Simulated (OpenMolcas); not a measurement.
## Exact exchange and the vertical ionisation energy of C2H5BO

The species is C2H5BO (9 atoms), meant as a singlet with charge 0. SMILES: `B1CCO1`. The shape is that of a PBE0-D4/def2-TZVP optimisation.

The vertical ionisation energy (to the doublet cation) y, in eV, basis def2-SVP; a is the functional's share of exact exchange. Programs: OpenMolcas 26.06.

```
functional     program     a  y (eV)
    revPBE  OpenMolcas     0   10.42
      TPSS  OpenMolcas     0   10.49
     B3LYP  OpenMolcas   0.2       ?
      PBE0  OpenMolcas  0.25   10.76
     BHLYP  OpenMolcas   0.5   10.90
```

Fit y = c + s·a to the known rows and predict B3LYP.


1. Means of the 4 rows: a = 0.1875, y = 10.643.
2. Σ(Δa)² = 0.17188, Σ(Δa·Δy) = 0.15813, so the slope is 0.15813/0.17188 = 0.92.
3. Intercept: 10.643 − (0.92) × 0.1875 = 10.471. The largest residual of the fit is 0.060.
4. B3LYP: 10.471 + (0.92) × 0.2 = 10.65 eV.

The run gave 10.75 eV, so the prediction is off by -0.10 eV, more than the largest residual. The rows mix families of semi-local functionals, which the line can't see.

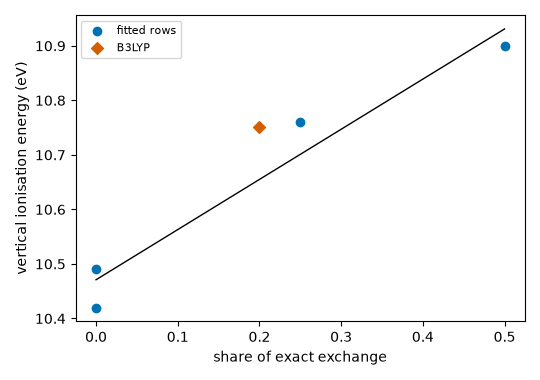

The fitted line, with the withheld row.
